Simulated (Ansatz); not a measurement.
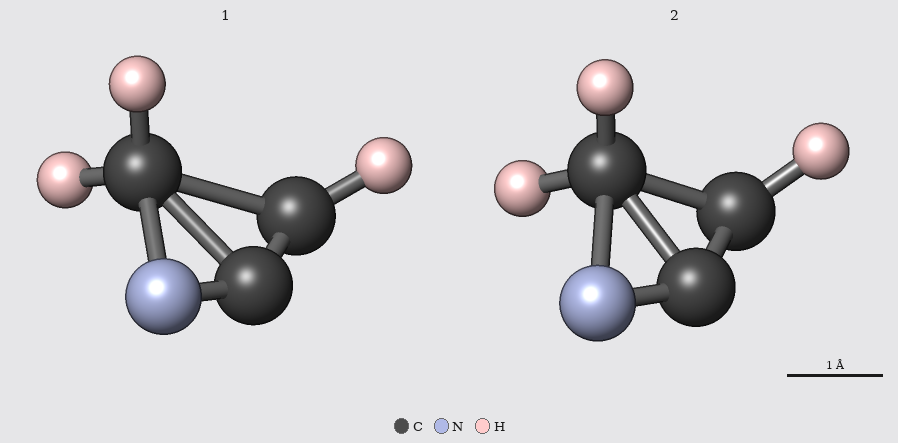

Two geometries of C$_{3}$H$_{3}$N (coarse preliminary run), drawn at one scale. One is the start of a relaxation, the other its converged end. The picture is a ball-and-stick view, seen at a tilt.

Level of theory: Ansatz, RKS PBE-D4/def2-SVP. Set-up: force threshold 0.03 eV/Å; at most 200 steps.

Which geometry has the lower energy?

Structure 2 is the relaxed one. The start comes from a force field. The largest moves after the best rigid fit, 0.20 Å, are those of H atoms. Largest moves by element: H 0.20 Å, N 0.19 Å, C 0.18 Å. Some distances before and after: C–C 1.778 → 1.558 Å, C–C 1.188 → 1.365 Å, C–N 1.619 → 1.763 Å, C–C 1.688 → 1.597 Å. Bond angles that change, for instance: N–C–H 114.6° → 99.5°, C–C–N 81.5° → 94.3°, C–C–H 136.9° → 125.1°. The energy falls by 43.1 kcal/mol in 11 accepted moves (12 points after the start). The largest force component goes from 13 to 0.028 eV/Å. The line search rejected the trial step at point 9 of the run.
